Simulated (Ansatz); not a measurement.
The starting structures come from a database of crystals and need not be the phases stable at ambient conditions.

 Where the default PAW files enter, the runs use the earlier of Ansatz's two default sets.

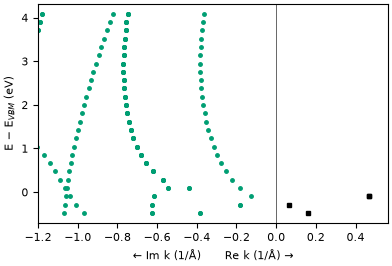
Figure: Complex bands at the centre of the two-dimensional zone; Ansatz (a first-principles code) with r2SCAN

No gap correction and no spin-orbit coupling; mid-gap values are interpolated between computed energies.

This is Na2H6Pt (Fm-3m, not sure to be the ambient phase, 9 atoms a cell, 10.6 Å³ an atom) along the normal of (111). Read off the slowest decay at the centre of the two-dimensional zone at 2.00 eV, the computed energy nearest the middle of the gap.

κ ≈ 0.37 1/Å, a decay length 1/(2κ) of the density of 1.4 Å.
